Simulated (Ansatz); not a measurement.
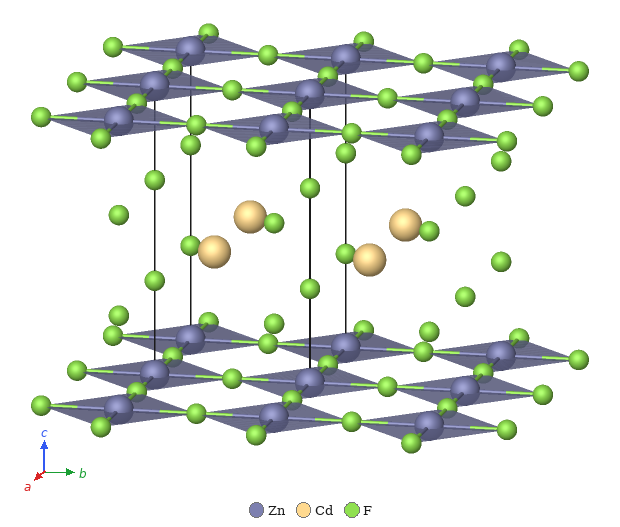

Polyhedra are drawn about Zn (bonds: F–Zn below 2 Å); other atoms are plain spheres.

ZnCdF4 (space group P4/mmm, No. 123): the end point of a relaxation with DFT PBE, scalar-relativistic, plane waves, PAW (Ansatz 0.2.0); the starting structure was generated, so it need not be a known form of this composition.

### What figure surrounds each Zn atom, and what does it share with the other drawn polyhedra?

Zn: ZnF4 square, sharing corners with four neighbours.

### What is the connectivity of the polyhedra: isolated, groups, chains, layers or framework?

They form layers of corner-sharing squares parallel to (001).

### How far apart are the centres of linked polyhedra?

Centre to centre across a shared corner: 3.68 Å.
